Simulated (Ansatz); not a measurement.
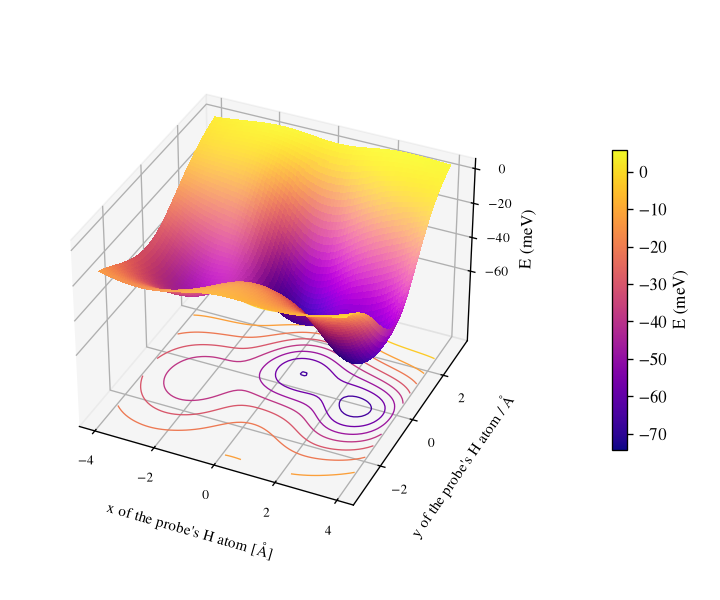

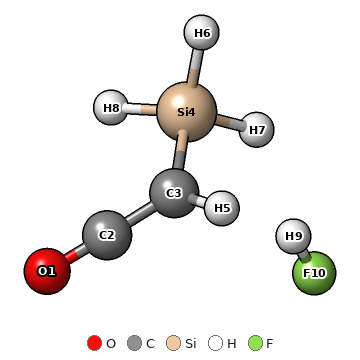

Energy landscape of C₂H₄OSi (SMILES O=C=C[SiH3]) with the probe HF. The probe is moved over a plane parallel to the molecule's main plane, 3.31 Å above it. The first coordinate is: x of the probe's H atom; the second: y of the probe's H atom. Nothing is relaxed (molecule and probe rigid, the probe upright with H nearest the plane). The scan uses an 11 × 9 grid. Energies are in meV, from molecule and probe far apart, each relaxed in its own basis (no counterpoise correction). Method: RKS PBE0-D4/def2-SVPD (Ansatz 0.2.0).

Drawn: a relief with its contours projected below. Between grid points the surface is interpolated. The second picture is the structure at the lowest point.

### What does the map say about the system?

The lowest grid point is at x of the probe's H atom = 2.37 Å, y of the probe's H atom = 0.00 Å, −73 meV from molecule and probe far apart, each relaxed in its own basis (no counterpoise correction). The bottom of the well lies between grid points, at about x of the probe's H atom = 2.68 Å, y of the probe's H atom = −0.10 Å, about 1.5 meV lower on the interpolated surface. Higher local minima lie near x of the probe's H atom = 0.79 Å, y of the probe's H atom = 0.79 Å (4.2 meV above the lowest at that grid point); x of the probe's H atom = −2.37 Å, y of the probe's H atom = −0.79 Å (24 meV above the lowest at that grid point). The highest grid point, x of the probe's H atom = 2.37 Å, y of the probe's H atom = 3.16 Å, lies 78 meV above the lowest. On the interpolated surface the easiest way out of the lowest well to the well at about x of the probe's H atom = 0.61 Å, y of the probe's H atom = 0.58 Å passes a barrier of about 9.9 meV, counted from the interpolated bottom of the well. Near the minimum the curvatures are about 0.032 and 0.06 eV/Å² along the soft and the stiff direction.

The input of one point:

```yaml
crystal:
  periodic: [false, false, false]
  atoms:
    - { symbol: O, position_ang: [-1.769576, -0.358318, 1.0e-06] }
    - { symbol: C, position_ang: [-0.718432, 0.132327, -2.0e-06] }
    - { symbol: C, position_ang: [0.488016, 0.655419, 1.0e-06] }
    - { symbol: Si, position_ang: [1.999992, -0.429429, 0.0] }
    - { symbol: H, position_ang: [0.551027, 1.746847, -0.000115] }
    - { symbol: H, position_ang: [2.834194, -0.167818, -1.210565] }
    - { symbol: H, position_ang: [2.835069, -0.166287, 1.209623] }
    - { symbol: H, position_ang: [1.549797, -1.85102, 0.000954] }
    - { symbol: H, position_ang: [2.37, 0.0, 3.31] }
    - { symbol: F, position_ang: [2.37, 0.0, 4.230219] }
basis:
  gaussian: { orbitals: def2-SVPD }
hamiltonian:
  xc: pbe0
  dispersion: d4
output:
  forces: true
```

The whole map (99 points run) took 11 min on 1 thread of Arm Neoverse V2, with other jobs on the host.
